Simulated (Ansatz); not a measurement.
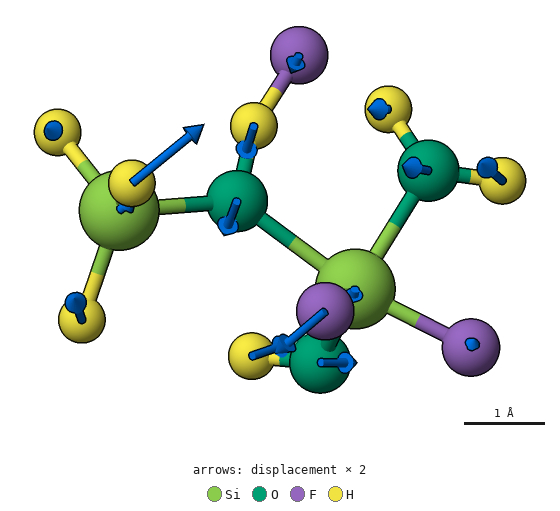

A constrained relaxation of Si2H7O3F3. The starting structure is drawn; blue arrows show the displacements, magnified 2 times. The two geometries are superimposed by the best rigid fit.

A ball-and-stick model, seen at a tilt.

The reaction that was planned forms Si1–O8, H7–F10, O2–H9 and breaks Si1–O2, H7–O8, H9–F10 (atoms numbered from 1 in input order).

Level of theory: Ansatz 0.2.0, RKS PBE0-D4/def2-SVP. Set-up: held fixed: the distance between atoms 1 (Si) and 8 (O), the distance between atoms 7 (H) and 10 (F), the distance between atoms 2 (O) and 9 (H), the distance between atoms 1 (Si) and 2 (O), the distance between atoms 7 (H) and 8 (O), the distance between atoms 9 (H) and 10 (F), counting from 1; force threshold 0.04 eV/Å; at most 150 steps.

Question: What did the optimiser do to the structure, and how much energy did it gain?

Answer: Over 11 geometry steps the energy falls by 0.253 eV. The largest force component goes from 1.2 to 0.013 eV/Å. An H atom moves most after the best rigid fit: 0.60 Å. By element the largest moves are H 0.60 Å, F 0.47 Å, O 0.39 Å, Si 0.16 Å. Near-neighbour distances that change, for instance: O–Si 1.654 → 1.712 Å, O–Si 1.612 → 1.641 Å, H–Si 1.461 → 1.488 Å, F–Si 1.605 → 1.632 Å. Bond angles that change, for instance: Si–O–H 122.0° → 113.6°, Si–O–Si 130.4° → 125.1°, H–Si–H 114.1° → 110.1°. The run took about 12 s of wall time on a shared GPU.
